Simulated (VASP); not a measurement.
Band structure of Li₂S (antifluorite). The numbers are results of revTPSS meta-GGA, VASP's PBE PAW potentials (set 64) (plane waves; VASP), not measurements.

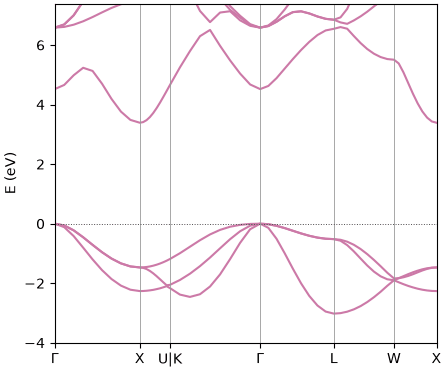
Figure. Bands along high-symmetry lines, zero at the valence-band maximum or, without a gap, the Fermi level

Problem. Read the plot: is there a gap, and where are the band edges?

Solution. The gap is indirect, 3.39 eV, from the valence maximum at Γ to the conduction minimum at X.

The compound is Li2S in the antifluorite structure. It was relaxed first.
